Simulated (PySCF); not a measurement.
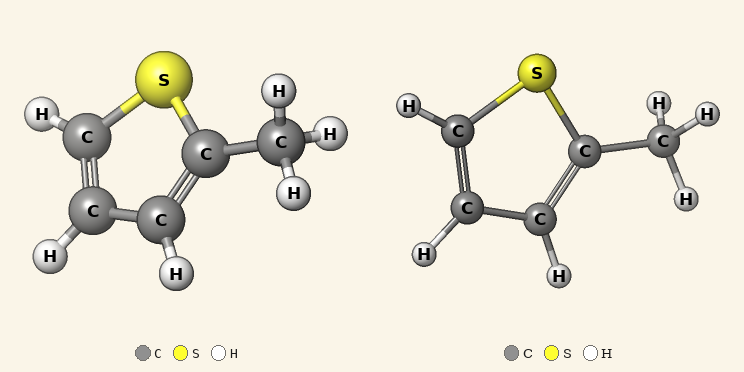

The same structure drawn twice, from different directions.

Computed geometry: PBE0-D3(BJ)/def2-TZVP optimisation. No frequency run is at hand to confirm it as a minimum.

Which formula does it have?

Answer. C5H6S, 12 atoms: 5 carbon, 6 hydrogen and 1 sulfur.

How many bonds of each kind are drawn?

Answer. 6 C–H, 4 C–C, 2 C–S.

Write the SMILES.

Answer. Cc1cccs1

Describe its rings.

Answer. Independent rings (smallest set): 1 of 5 members, 1 of them aromatic.

The parts below concern this one geometry. Atoms keep their numbers from picture to picture.

**Shape**

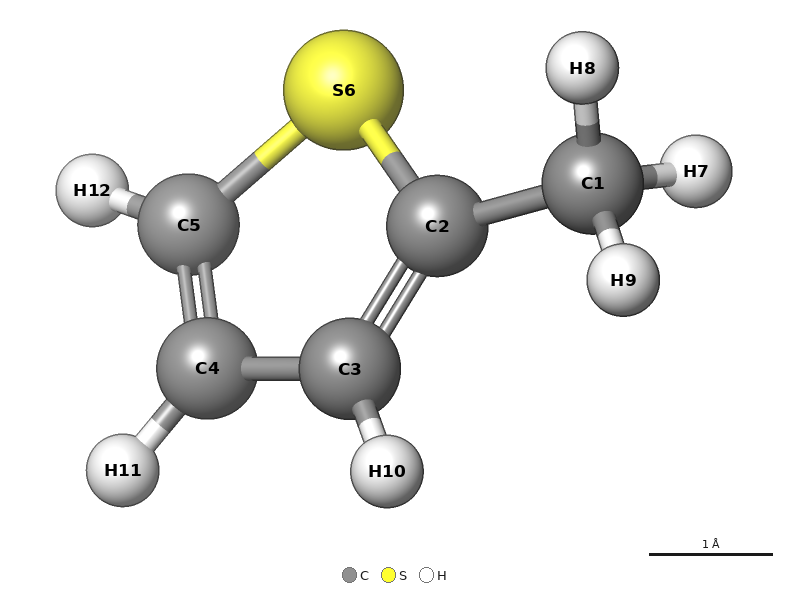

No frequency run is at hand to confirm it as a minimum.

Which atoms are bonded, and how long are the bonds?

```csv
bond,length (Å),order
C1–C2,1.489,single
C1–H7,1.093,single
C1–H8,1.092,single
C1–H9,1.091,single
C2–C3,1.365,aromatic
C2–S6,1.718,aromatic
C3–C4,1.418,aromatic
C3–H10,1.083,single
C4–C5,1.361,aromatic
C4–H11,1.082,single
C5–S6,1.708,aromatic
C5–H12,1.079,single
```

**Quadrupole coupling**

No frequency run is at hand to confirm it as a minimum. Electric field gradients from the ground-state density, PBE0/pcSseg-2 (PySCF 2.14.0), non-relativistic apart from any core potentials.

Give the largest field-gradient component, the quadrupole coupling constant and the asymmetry for 33S at S6 (Q = −67.81 mb), 2H at H7 (Q = 2.86 mb), 2H at H8 (Q = 2.86 mb).

```tsv
atom	V_zz (a.u.)	e²qQ/h (MHz)	η
S6	1.756	−28.0	0.51
H7	0.283	0.190	0.03
H8	0.284	0.191	0.03
```

**Electronic properties**

No frequency run is at hand to confirm it as a minimum. Level of theory: PBE0/pcSseg-2, gas phase (PySCF 2.14.0).

Computed properties:

- dipole moment: 0.69 D
- HOMO energy (Kohn–Sham orbital): −6.56 eV
- LUMO energy (Kohn–Sham orbital): −0.32 eV
- HOMO–LUMO gap: 6.24 eV

**Ring current**

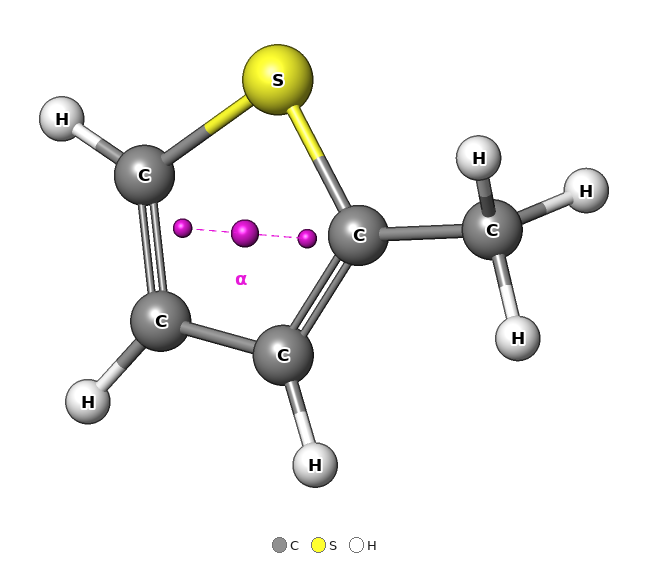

The small points mark where nucleus-independent chemical shifts (NICS) were computed: at the centre of each lettered ring and 1 Å above and below it. No frequency run is at hand to confirm it as a minimum. Method: GIAO PBE0/pcSseg-2 NMR shielding, non-relativistic, gas phase (PySCF 2.14.0).

Give NICS(0), NICS(1) and the out-of-plane component NICS(1)zz for each ring (means of the two sides).

| ring | members | NICS(0) | NICS(1) | NICS(1)zz |
| --- | --- | --- | --- | --- |
| α | C4S | −11.9 | −9.4 | −26.6 |

Values in ppm.

What do the values say about the ring currents?

Answer. Ring α: diatropic, as in an aromatic ring. NICS is one index among several.
